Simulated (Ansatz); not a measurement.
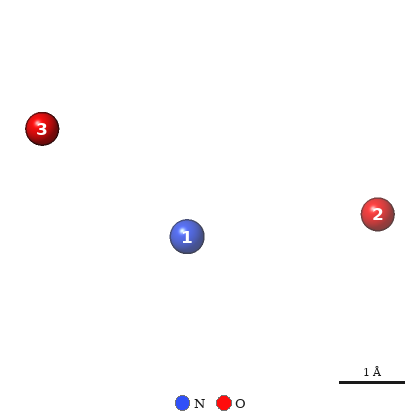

(Drawn from a calculation with Ansatz.)

Orthographic view. Atoms fade into the background with distance from the viewer. State: neutral, doublet. Geometry: a fixed input geometry, not necessarily a minimum.

List all interatomic distances (Å) as a matrix.

```tsv
atom	N1	O2	O3
N1	0.00		
O2	2.99	0.00	
O3	2.99	5.50	0.00
```
